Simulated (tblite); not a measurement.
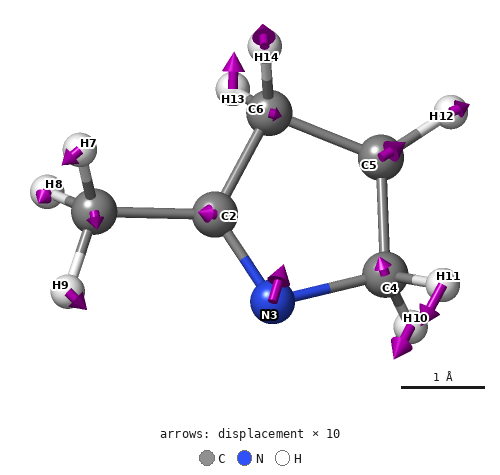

This is a relaxation of C5H8N (multiplicity 2). The starting structure is drawn; purple arrows show the displacements, magnified 10 times. The two geometries are superimposed by the best rigid fit.

A ball-and-stick model, seen at a tilt.

These are results of tblite 0.8.0, GFN2-xTB geometry optimisation, gas phase, not measurements. 

Q: What did the optimiser do to the structure, and how much energy did it gain?

A: The largest move after the best rigid fit is that of an H atom, 0.058 Å. Largest moves by element: H 0.058 Å, N 0.052 Å, C 0.041 Å. Near-neighbour distances that change, for instance: C–N 1.478 → 1.445 Å, C–C 1.511 → 1.485 Å, C–N 1.285 → 1.265 Å, C–H 1.081 → 1.100 Å. Among the angles between lasting bonds that change: H–C–H 111.2° → 106.2°, N–C–C 119.2° → 115.1°, C–C–H 109.9° → 113.6°. Over 22 geometry steps the energy falls by 12.7 kJ/mol.
